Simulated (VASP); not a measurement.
Band structure of CuI (zinc blende). These are PBE GGA with D3 dispersion (zero damping), VASP's PBE PAW potentials (set 64) (plane waves; VASP) values and carry that method's errors.

Unless said otherwise, spin-orbit coupling is left out, though it shifts the bands of the heavy elements here.

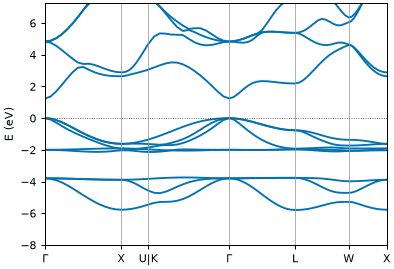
*Bands along high-symmetry lines, zero at the valence-band maximum or, without a gap, the Fermi level*

Problem. Read the plot: is there a gap, and where are the band edges?

Solution. The gap is direct, 1.24 eV, from the valence maximum at Γ to the conduction minimum at Γ. (Edges off the drawn lines would not show.)

Measured: gap 3.12 eV (computed value off by -1.88 eV), as given by Abedi et al., (2022), arXiv:2211.14644.

The compound is CuI in the zinc blende structure. It was relaxed first.
